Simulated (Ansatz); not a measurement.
Nudged elastic band, with input and output: AlGeH₅ClO₂F (part 2 of 2)

Continued. System: AlGeH₅ClO₂F. Method: RKS B3LYP/def2-SVP (Ansatz 0.2.0). It belongs to a series of runs on one base structure; here: band between the two ends.

Geometry of the input (Å):
```
Ge 0.1596  -0.1265  0.4203
F  1.1514  0.8545  1.5143
Cl 1.2377  0.2734  -1.4256
H  -1.2179  0.4894  0.6430
O  -0.6974  -1.7959  -0.4680
H  -0.6549  -1.7988  -1.4334
O  0.6906  -1.6268  1.4399
Al -0.0320  -3.1628  0.5855
H  1.0884  -4.0034  -0.1571
H  -1.1146  -3.8226  1.5309
H  1.2653  -1.4160  2.1895
```

What the program printed, continued
```
NEB iter  36: max|band force component| = 5.029e-2 eV/Å  barrier→ = 0.9012 eV  barrier← = 0.0000 eV  Δτ_max = 0.0125 Å  (162 SCF iters)
the calculation of the forces begins
reference -82518.09658101 eV, -3032.4841165773 hartree; 46, 46 occupied and 89, 89 virtual orbitals, 1364 factors
1364 factors; integrals over basis functions are off by at most 9.9e-4 eV
mean field -82518.07018959 eV, -3032.4831467105 hartree, gradient 5.5e-5 eV, S^2 0.000000; 1 other end points of the search recorded, 0 dependent functions left out
the calculation of the forces begins
reference -82518.07047878 eV, -3032.4831573382 hartree; 46, 46 occupied and 89, 89 virtual orbitals, 1364 factors
NEB iter  37: max|band force component| = 3.531e-2 eV/Å  barrier→ = 0.9012 eV  barrier← = 0.0000 eV  Δτ_max = 0.0000 Å  (326 SCF iters)
```

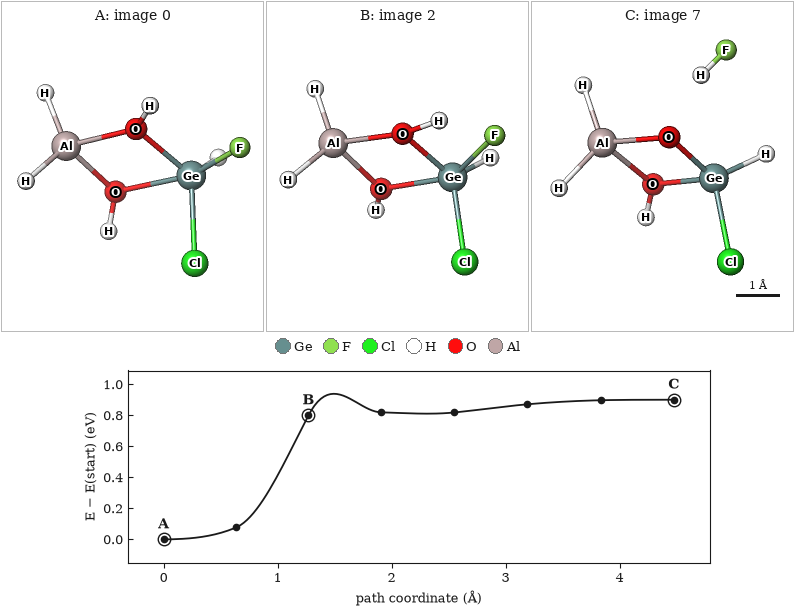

Images of the last band (counted from 0; ball-and-stick, seen at a tilt) above the energy along the path; the line is a cubic interpolation that uses the forces. No image lies above both ends; the end is 0.901 eV above the start. The path is 4.48 Å long. The band converged in 37 iterations.

```
Total energy: -82518.06705783 eV, -3032.4830316205 hartree
Atom 0 at     0.312563    -0.362813    -0.121430 Å, force     0.002996    -0.000811    -0.000179 eV/Å
Atom 1 at     0.254811    -0.191508     2.957808 Å, force    -0.003172     0.004867     0.005215 eV/Å
Atom 2 at     1.351544     0.099959    -1.949749 Å, force    -0.003634    -0.004391     0.003760 eV/Å
Atom 3 at    -0.426341     0.862013     0.398487 Å, force    -0.003939    -0.000682    -0.000442 eV/Å
Atom 4 at    -0.847908    -1.784869    -0.498983 Å, force     0.013986    -0.000114     0.010200 eV/Å
Atom 5 at    -1.261037    -1.923583    -1.363289 Å, force    -0.008121     0.000981    -0.011051 eV/Å
Atom 6 at     1.142101    -1.465507     0.948128 Å, force     0.003427     0.001258    -0.001097 eV/Å
Atom 7 at     0.247572    -3.040959     0.619127 Å, force    -0.003240     0.000531     0.003165 eV/Å
Atom 8 at     0.944260    -4.026973    -0.406077 Å, force    -0.000760     0.002180    -0.001041 eV/Å
Atom 9 at    -0.618393    -3.534673     1.844303 Å, force    -0.002083    -0.002389    -0.003418 eV/Å
Atom 10 at     0.777027    -0.766388     2.410974 Å, force     0.004541    -0.001429    -0.005112 eV/Å
Dipole moment:    -0.377911     0.264984    -0.806544 e Å
this run last wrote the band of iteration 37 to [file]
```

The last band as extended XYZ (Å, eV, eV/Å)
```
11
Properties=species:S:1:pos:R:3:forces:R:3 image=0 energy=-82518.96794
Ge    0.1596   -0.1265    0.4203    0.0221   0.0111  -0.0294
F     1.1514    0.8545    1.5143   -0.0050  -0.0043   0.0018
Cl    1.2377    0.2734   -1.4256   -0.0223  -0.0059   0.0227
H    -1.2179    0.4894    0.6430    0.0073  -0.0073  -0.0039
O    -0.6974   -1.7959   -0.4680   -0.0051  -0.0195   0.0203
H    -0.6549   -1.7988   -1.4334    0.0061   0.0103  -0.0139
O     0.6906   -1.6268    1.4399   -0.0072  -0.0175  -0.0014
Al   -0.0320   -3.1628    0.5855    0.0144   0.0295  -0.0005
H     1.0884   -4.0034   -0.1571   -0.0065   0.0051   0.0029
H    -1.1146   -3.8226    1.5309   -0.0035   0.0004   0.0018
H     1.2653   -1.4160    2.1895   -0.0004  -0.0019  -0.0004
11
Properties=species:S:1:pos:R:3:forces:R:3 image=1 energy=-82518.89099
Ge    0.1923   -0.1341    0.3869    0.0005   0.0857   0.0221
F     1.0716    0.7754    1.6526   -0.0549   0.1496  -0.1400
Cl    1.4048    0.3411   -1.3316   -0.0201  -0.0261  -0.0314
H    -1.1819    0.5114    0.5103   -0.0578  -0.0121  -0.0207
O    -0.6376   -1.8296   -0.4885    0.0190   0.0540   0.0548
H    -1.1423   -1.8403   -1.3098    0.0797   0.0481   0.0047
O     0.7563   -1.6226    1.3750   -0.0186  -0.0329   0.0192
Al    0.0379   -3.1826    0.5667   -0.0121   0.0061  -0.0107
H     1.1650   -4.0499   -0.1302    0.0042   0.0238   0.0073
H    -1.0677   -3.8345    1.4956    0.0131   0.0035   0.0251
H     1.2779   -1.2695    2.1123    0.0470  -0.2998   0.0696
11
Properties=species:S:1:pos:R:3:forces:R:3 image=2 energy=-82518.16775
Ge    0.1690   -0.2632    0.3212    0.2378   0.4288   0.3570
F     1.2005    0.5322    1.8549   -0.3898   0.0028  -0.6931
Cl    1.4072    0.3855   -1.3027    0.0227  -0.0072  -0.0301
H    -1.0870    0.5410    0.5836   -0.1682   0.0352  -0.0101
O    -0.6775   -1.8701   -0.5486    0.1742   0.1817   0.2489
H    -1.3082   -1.8972   -1.2842    0.2326   0.0670   0.1892
O     0.8066   -1.6197    1.3578    0.1261   0.0670   0.2291
Al    0.0648   -3.1913    0.5837    0.0106   0.1092   0.0154
H     1.1300   -4.0836   -0.1797    0.0230   0.0846   0.0562
H    -1.0762   -3.8426    1.4712    0.0423   0.0524   0.0553
H     1.2470   -0.8262    1.9822   -0.3114  -1.0215  -0.4178
11
Properties=species:S:1:pos:R:3:forces:R:3 image=3 energy=-82518.14812
Ge    0.0706   -0.4364    0.2041    0.0059  -0.0168   0.0128
F     1.4182    0.5049    2.1074    0.0024  -0.0054   0.0018
Cl    1.3392    0.4118   -1.3070   -0.0181  -0.0068  -0.0029
H    -1.0158    0.5297    0.6601    0.0000   0.0048   0.0083
O    -0.7873   -1.9098   -0.6173   -0.0066   0.0157   0.0204
H    -1.4613   -1.9008   -1.3081    0.0295  -0.0077  -0.0369
O     0.7795   -1.6676    1.2359   -0.0076   0.0085  -0.0159
Al    0.0736   -3.2250    0.5622   -0.0006   0.0098   0.0059
H     1.0910   -4.1069   -0.2728   -0.0086   0.0037  -0.0040
H    -1.0617   -3.8770    1.4579    0.0047  -0.0001   0.0140
H     1.4301   -0.4583    2.1171   -0.0010  -0.0056  -0.0034
11
Properties=species:S:1:pos:R:3:forces:R:3 image=4 energy=-82518.14911
Ge    0.0551   -0.4353    0.1601   -0.0126  -0.0028   0.0304
F     1.3411    0.4599    2.3422    0.0273   0.0164  -0.0429
Cl    1.2515    0.2950   -1.4702    0.0090   0.0144   0.0203
H    -0.9160    0.6202    0.6665   -0.0187  -0.0110   0.0081
O    -0.9355   -1.8870   -0.5402    0.0183  -0.0081  -0.0116
H    -1.1656   -1.9549   -1.4780    0.0045   0.0011  -0.0018
O     0.8125   -1.6370    1.1838   -0.0236  -0.0192   0.0094
Al    0.0639   -3.1978    0.5716   -0.0086   0.0089   0.0042
H     0.9366   -4.0472   -0.4436    0.0080   0.0004   0.0068
H    -0.9083   -3.8607    1.6289   -0.0237  -0.0177  -0.0138
H     1.3410   -0.4903    2.2183    0.0202   0.0177  -0.0091
11
Properties=species:S:1:pos:R:3:forces:R:3 image=5 energy=-82518.09630
Ge    0.1187   -0.4230    0.0288   -0.0085  -0.0024   0.0117
F     1.0096    0.3257    2.7025    0.0298   0.0257  -0.0209
Cl    1.2815    0.2591   -1.6477    0.0058   0.0070   0.0210
H    -0.7964    0.6778    0.5429   -0.0170  -0.0086   0.0053
O    -0.8942   -1.8909   -0.5711    0.0029  -0.0048  -0.0060
H    -1.2041   -1.9900   -1.4826    0.0066  -0.0011  -0.0077
O     0.9174   -1.5706    1.0762   -0.0137  -0.0073   0.0114
Al    0.1422   -3.1575    0.5740   -0.0071  -0.0046  -0.0017
H     0.9775   -4.0617   -0.4234    0.0035  -0.0008   0.0011
H    -0.8081   -3.7532    1.6893   -0.0141  -0.0130  -0.0108
H     1.1321   -0.5510    2.3505    0.0117   0.0101  -0.0035
11
Properties=species:S:1:pos:R:3:forces:R:3 image=6 energy=-82518.07019
Ge    0.2168   -0.3947   -0.0654   -0.0026  -0.0015   0.0019
F     0.6158    0.0830    2.9241    0.0089   0.0072  -0.0008
Cl    1.3416    0.1855   -1.8061    0.0009   0.0022   0.0045
H    -0.6245    0.7646    0.4477   -0.0050  -0.0025   0.0011
O    -0.8568   -1.8495   -0.5687    0.0020  -0.0010  -0.0033
H    -1.2003   -1.9750   -1.4650    0.0011  -0.0014  -0.0025
O     1.0246   -1.5117    1.0056   -0.0037  -0.0017   0.0018
Al    0.1931   -3.0987    0.5932   -0.0019  -0.0010  -0.0008
H     0.9744   -4.0557   -0.3980    0.0008  -0.0009   0.0005
H    -0.7396   -3.6270    1.7551   -0.0042  -0.0025  -0.0027
H     0.9312   -0.6561    2.4168    0.0035   0.0029   0.0005
11
Properties=species:S:1:pos:R:3:forces:R:3 image=7 energy=-82518.06677
Ge    0.3126   -0.3628   -0.1214    0.0030  -0.0008  -0.0002
F     0.2548   -0.1915    2.9578   -0.0032   0.0049   0.0052
Cl    1.3515    0.1000   -1.9497   -0.0036  -0.0044   0.0038
H    -0.4263    0.8620    0.3985   -0.0039  -0.0007  -0.0004
O    -0.8479   -1.7849   -0.4990    0.0140  -0.0001   0.0102
H    -1.2610   -1.9236   -1.3633   -0.0081   0.0010  -0.0111
O     1.1421   -1.4655    0.9481    0.0034   0.0013  -0.0011
Al    0.2476   -3.0410    0.6191   -0.0032   0.0005   0.0032
H     0.9443   -4.0270   -0.4061   -0.0008   0.0022  -0.0010
H    -0.6184   -3.5347    1.8443   -0.0021  -0.0024  -0.0034
H     0.7770   -0.7664    2.4110    0.0045  -0.0014  -0.0051
```

Key numbers

```csv
quantity,value
outcome,converged
"barrier, forward",0.901 eV
"barrier, backward",0.000 eV
wall time,9.8 min (CPU time 37 min)
peak memory,0.39 GiB
```

Remarks

The order of the saddle point was not checked.
